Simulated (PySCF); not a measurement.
**B2PLYP/STO-3G run of SiH3Cl (chlorosilane)**

What is the vertical ionisation energy of SiH3Cl (chlorosilane) at B2PLYP/STO-3G? The job is set up through a Python script.

The results are computed with PySCF 2.14.0.

9 further runs of the same task are left out: 9 set aside as unsound or not needed.

## Step 1: The system as given

The species is SiH3Cl (5 atoms), meant as a singlet with charge 0. As SMILES, `[SiH3]Cl`. Geometry: relaxed at PBE0-D4/def2-TZVP.

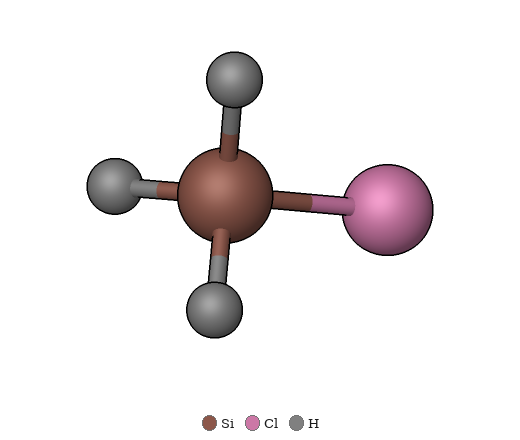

Viewed from a chosen angle; silicon brown, chlorine pink, hydrogen grey.

## Step 2: The energy at B2PLYP/STO-3G

Input file calc.py:

```python
from pyscf import gto, dft, mp

molecule = gto.M(
    atom=[
    ('Si', (-0.112000, 0.018600, -0.030900)),
    ('Cl', (1.838300, -0.513500, 0.329900)),
    ('H', (-0.950900, -0.488300, 1.079100)),
    ('H', (-0.534700, -0.585700, -1.314900)),
    ('H', (-0.190800, 1.495400, -0.104700)),
],
    basis='sto-3g',
    charge=0,
    max_memory=1860,
    spin=0,
    verbose=3,
)

mf = dft.RKS(molecule)
mf.xc = '0.53*HF + 0.47*B88, 0.73*LYP'
mf.grids.level = 5
mf.conv_tol = 1e-10
mf.kernel()
if not mf.converged:
    mf = mf.newton().run(mf.mo_coeff, mf.mo_occ)

pt = mp.MP2(mf, frozen=10).run()
e_tot = mf.e_tot + 0.27 * pt.e_corr
print('PT2 part  %.8f' % (0.27 * pt.e_corr))
print('Final energy', e_tot)
```

Run with:

```
$ OMP_NUM_THREADS=1 python calc.py
```

The program printed:

```text
converged SCF energy = -742.829311214638
E(RMP2) = -742.887723397583  E_corr = -0.0584121829457402
E(SCS-RMP2) = -742.897358493795  E_corr = -0.0680472791571536
PT2 part  -0.01577129
Final energy -742.8450825040331
```

It took 4.2 s on 1 thread of Arm Neoverse V1, shared host; peak memory 0.2 GiB.

## Step 3: The doublet cation, same level

Input file mol.xyz:

```xyz
5
ClH3Si
Si    -0.112000     0.018600    -0.030900
Cl     1.838300    -0.513500     0.329900
H     -0.950900    -0.488300     1.079100
H     -0.534700    -0.585700    -1.314900
H     -0.190800     1.495400    -0.104700
```

Input file run.py:

```python
from pyscf import gto, dft, mp

mol = gto.Mole()
mol.atom = 'mol.xyz'
mol.basis = 'sto-3g'
mol.charge = 1
mol.max_memory = 1860
mol.verbose = 4
mol.spin = 1
mol.build()

ks = dft.UKS(mol)
ks.xc = '0.53*HF + 0.47*B88, 0.73*LYP'
ks.grids.level = 5
ks.conv_tol = 1e-10
ks.kernel()
if not ks.converged:
    ks = ks.newton().run(ks.mo_coeff, ks.mo_occ)

pt = mp.MP2(ks, frozen=10).run()
e_tot = ks.e_tot + 0.27 * pt.e_corr
print('PT2 part  %.8f' % (0.27 * pt.e_corr))
print(f'total energy: {e_tot:.8f} hartree')
```

Run with:

```
$ OMP_NUM_THREADS=1 python run.py
```

The program printed:

```text
PySCF version 2.14.0

[INPUT] num. atoms = 5
[INPUT] num. electrons = 33
[INPUT] charge = 1
[INPUT] spin (= nelec alpha-beta = 2S) = 1
[INPUT] symmetry False subgroup None
[INPUT] Mole.unit = angstrom
[INPUT] Symbol           X                Y                Z      unit          X                Y                Z       unit  Magmom
[INPUT]  1 Si    -0.112000000000   0.018600000000  -0.030900000000 AA   -0.211649325951   0.035148905917  -0.058392537249 Bohr   0.0
[INPUT]  2 Cl     1.838300000000  -0.513500000000   0.329900000000 AA    3.473883534788  -0.970374364964   0.623420648494 Bohr   0.0
[INPUT]  3 H     -0.950900000000  -0.488300000000   1.079100000000 AA   -1.796940571849  -0.922753266625   2.039203461018 Bohr   0.0
[INPUT]  4 H     -0.534700000000  -0.585700000000  -1.314900000000 AA   -1.010436558805  -1.106812591158  -2.484800881191 Bohr   0.0
[INPUT]  5 H     -0.190800000000   1.495400000000  -0.104700000000 AA   -0.360559744567   2.825896446675  -0.197854325242 Bohr   0.0

nuclear repulsion = 86.3372182574061
number of shells = 13
number of NR pGTOs = 63
number of NR cGTOs = 21
basis = sto-3g
ecp = {}

******** <class 'pyscf.dft.uks.UKS'> ********
method = UKS
initial guess = minao
damping factor = 0
level_shift factor = 0
DIIS = <class 'pyscf.scf.diis.CDIIS'>
diis_start_cycle = 1
diis_space = 8
diis_damp = 0
SCF conv_tol = 1e-10
SCF conv_tol_grad = None
SCF max_cycles = 50
direct_scf = True
direct_scf_tol = 1e-13
number electrons alpha = 17  beta = 16
XC library pyscf.dft.libxc version 7.0.0
    S. Lehtola, C. Steigemann, M. J.T. Oliveira, and M. A.L. Marques.,  SoftwareX 7, 1–5 (2018)
XC functionals = 0.53*HF + 0.47*B88, 0.73*LYP
    A. D. Becke.,  Phys. Rev. A 38, 3098 (1988)
    C. Lee, W. Yang, and R. G. Parr.,  Phys. Rev. B 37, 785 (1988)
    B. Miehlich, A. Savin, H. Stoll, and H. Preuss.,  Chem. Phys. Lett. 157, 200 (1989)
radial grids:
    Treutler-Ahlrichs [JCP 102, 346 (1995); DOI:10.1063/1.469408] (M4) radial grids

becke partition: Becke, JCP 88, 2547 (1988); DOI:10.1063/1.454033
pruning grids: <function nwchem_prune>
grids dens level: 5
symmetrized grids: False
atomic radii adjust function: <function treutler_atomic_radii_adjust>
small_rho_cutoff = 0
Set gradient conv threshold to 1e-05
tot grids = 157224
init E= -742.233423079375
[... the frontier-level lines of each cycle are left out ...]


cycle= 1 E= -742.358377151542  delta_E= -0.125  |g|= 0.242  |ddm|= 1.62
cycle= 2 E= -742.395595858333  delta_E= -0.0372  |g|= 0.261  |ddm|= 1.16
cycle= 3 E= -742.459374948817  delta_E= -0.0638  |g|= 0.0509  |ddm|= 0.459
cycle= 4 E= -742.463860984291  delta_E= -0.00449  |g|= 0.019  |ddm|= 0.154
cycle= 5 E= -742.465225190903  delta_E= -0.00136  |g|= 0.00566  |ddm|= 0.123
cycle= 6 E= -742.465373244513  delta_E= -0.000148  |g|= 0.00376  |ddm|= 0.0394
cycle= 7 E= -742.465406884522  delta_E= -3.36e-05  |g|= 0.000677  |ddm|= 0.0204
cycle= 8 E= -742.46540799749  delta_E= -1.11e-06  |g|= 0.000115  |ddm|= 0.00355
cycle= 9 E= -742.465408046396  delta_E= -4.89e-08  |g|= 5.93e-05  |ddm|= 0.000649
cycle= 10 E= -742.465408068916  delta_E= -2.25e-08  |g|= 2.85e-05  |ddm|= 0.000521
cycle= 11 E= -742.465408073663  delta_E= -4.75e-09  |g|= 1.17e-05  |ddm|= 0.000238
cycle= 12 E= -742.465408074928  delta_E= -1.27e-09  |g|= 5.08e-06  |ddm|= 0.000153
cycle= 13 E= -742.465408075057  delta_E= -1.29e-10  |g|= 6.21e-07  |ddm|= 5.58e-05
cycle= 14 E= -742.465408075057  delta_E= -1.14e-13  |g|= 1.66e-07  |ddm|= 3.1e-06
Extra cycle  E= -742.465408075059  delta_E= -1.82e-12  |g|= 9.98e-08  |ddm|= 7.55e-07
converged SCF energy = -742.465408075059  <S^2> = 0.75414054  2S+1 = 2.0041363

******** <class 'pyscf.mp.ump2.UMP2'> ********
nocc = (np.int64(7), np.int64(6)), nmo = (11, 11)
frozen orbitals 10
E(UMP2) = -742.529213144545  E_corr = -0.0638050694857958
E(SCS-UMP2) = -742.536914919183  E_corr = -0.0715068441240081
E_corr(same-spin) = -0.00583758376032329
E_corr(oppo-spin) = -0.0579674857254725
PT2 part  -0.01722737
total energy: -742.48263544 hartree
```

Wall time 6.3 s (1 thread of Arm Neoverse V1, shared host); peak memory 0.21 GiB.

## Step 4: Outcome

Level: B2PLYP/STO-3G, 10 core orbitals frozen.

| quantity | value |
| --- | --- |
| singlet SiH3Cl: total energy | -742.84508 Eh |
| singlet SiH3Cl: dipole moment (SCF part) | 2.67 D |
| singlet SiH3Cl: HOMO energy (SCF part's orbitals) | -7.93 eV |
| singlet SiH3Cl: LUMO energy (SCF part's orbitals) | 6.46 eV |
| singlet SiH3Cl: HOMO–LUMO gap (SCF part's orbitals) | 14.39 eV |
| doublet cation: total energy | -742.48264 Eh |
| doublet cation: HOMO energy (SCF part's orbitals) (highest over α and β) | -16.45 eV |
| doublet cation: LUMO energy (SCF part's orbitals) (lowest over α and β) | -11.84 eV |
| doublet cation: ⟨S²⟩ | 0.754 |
| vertical ionisation energy (to the doublet cation) | 9.863 eV |

In words: Removing an electron at fixed nuclei costs 9.86 eV (952 kJ/mol). The negative HOMO energy of the first species, 7.93 eV, lies 1.94 eV below that difference. In a minimal basis such a difference can be off by several eV, whatever the method. Mulliken charges (singlet SiH3Cl) run from -0.37 on Cl2 to +0.70 on Si1.
